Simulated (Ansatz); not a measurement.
# GeH₄O···HCl: what the fields show

Input

```
crystal:
  periodic: [false, false, false]
  atoms:
    - { symbol: Ge, position_ang: [-0.4634, -0.7687, 0.0771] }
    - { symbol: O, position_ang: [0.8222, 0.8739, 0.7016] }
    - { symbol: H, position_ang: [-1.1302, -1.7405, -0.9111] }
    - { symbol: H, position_ang: [0.5695, -1.5595, 0.8239] }
    - { symbol: H, position_ang: [-1.588, -0.0916, 0.818] }
    - { symbol: H, position_ang: [0.9921, 1.0856, -0.5361] }
    - { symbol: Cl, position_ang: [0.3076, 0.5079, -2.0434] }
    - { symbol: H, position_ang: [0.4902, 1.6929, 1.0701] }
basis:
  gaussian: { orbitals: def2-SVP }
hamiltonian:
  xc: { name: BHLYP }
  dispersion: d4
relax:
  f_tol: 0.15
  max_steps: 25
  restrain:
    - { distance: [0, 6], at: 3.52, k: 30.0 }
    - { distance: [5, 1], at: 2.27, k: 30.0 }
    - { distance: [0, 1], at: 1.86, k: 30.0 }
    - { distance: [5, 6], at: 1.33, k: 30.0 }
output:
  orbitals: {}
```

Launched as:

```sh
ansatz run input.yaml --threads 2 --pin off --max-ram 3072MiB --backend cpu --events-out ev --progress --plain --runs-dir out
```

The fields are those of the run's last geometry, not of the input's.

Not at a stationary point (largest force 0.9 eV/Å).

Level of theory: RKS BHLYP-D4/def2-SVP (Ansatz 0.2.0).

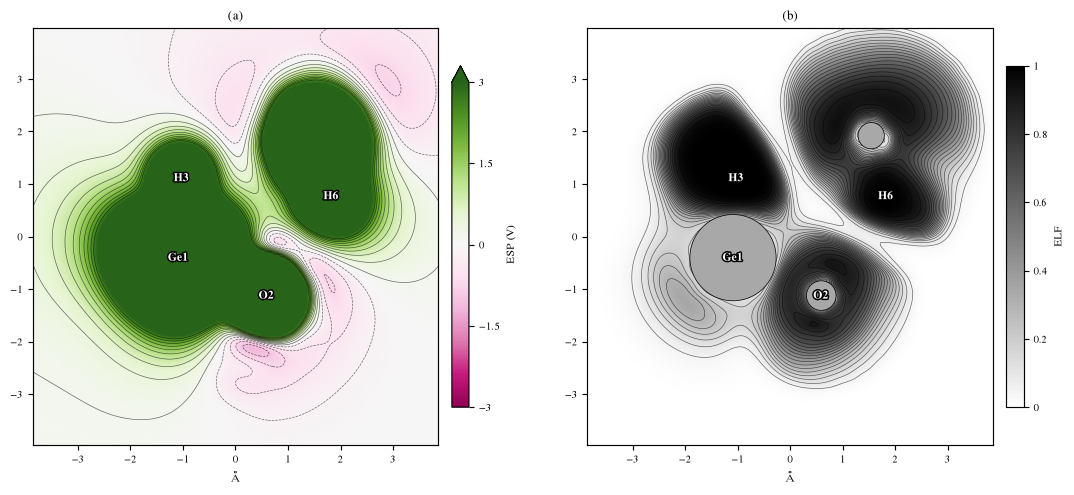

Figure 1. (a) molecular electrostatic potential; (b) electron localisation function on the plane of atoms O2, Ge1 and H3. Grey discs cover the atomic cores in the ELF map.

Describe what can be read from this map.

The plane passes through Ge, O and H nuclei.
O2···H6 (2.26 Å): the ELF dips to about 0.05 between them.
Ge–O (1.83 Å): the ELF peaks at about 0.85 in the valence shell of O, 0.6 Å from its nucleus, and is about 0.35 at the midpoint.
Ge–H (1.52 Å): the ELF climbs to about 1 towards the hydrogen.
The ELF also peaks beside O2 and Cl7, away from the bonds: lone-pair regions.
Outside the dense part of the complex the potential is most negative (−1.0 V) near O2.

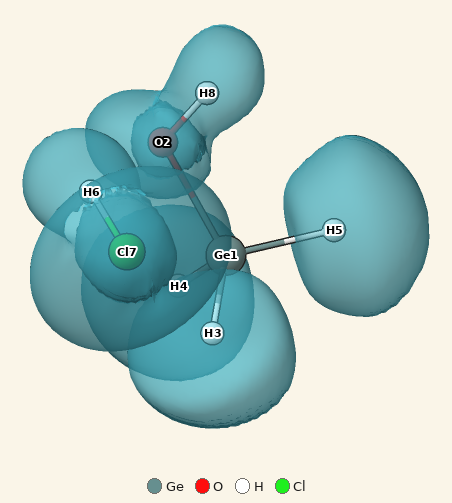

Figure 2. Isosurface of the ELF at 0.75 (cyan), seen at an oblique angle. Only the valence region is drawn (cores and ρ < 0.01 e/Å³ removed).

Where are the electrons localised?

The ELF exceeds this value in three regions around hydrogen nuclei, one joined region spread over several atoms (Cl, H), in which their bonds and any lone pairs are merged and one joined region spread over several atoms (H, O), in which their bonds and any lone pairs are merged.

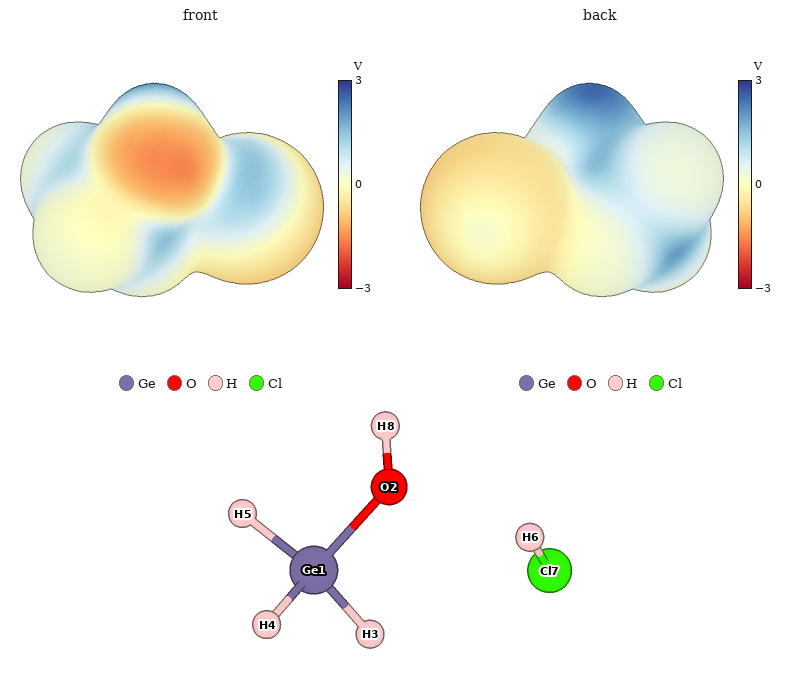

Figure 3. The electrostatic potential painted on the density surface at 0.002 e/bohr³, seen from the front and from behind; red is negative and blue positive. The bare structure is drawn below in the same view.

Describe the electrostatic potential map.

The most negative region (about −1.5 V) lies over O2, the most positive (about +2.4 V) over H8. O2 is the likeliest acceptor of a hydrogen bond.

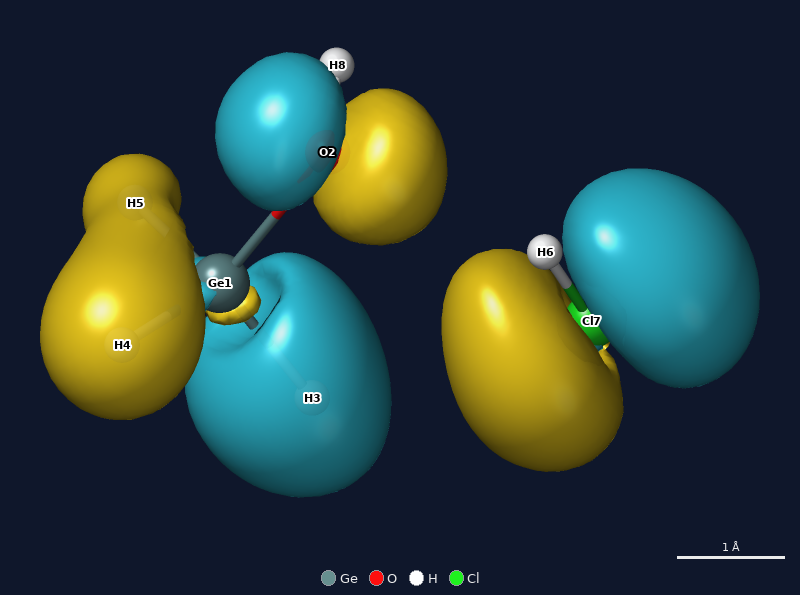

Figure 4. The HOMO at ±0.1 Å⁻³ᐟ² (yellow and cyan are the two phases), seen at a tilt.

Describe this orbital and give its energy.

Its weight (Hirshfeld) is mainly on Cl7 (about 45 %), Ge1 (about 15 %), O2 (about 15 %), H3 (about 15 %) and H4 (about 5 %). Its energy is −9.74 eV.
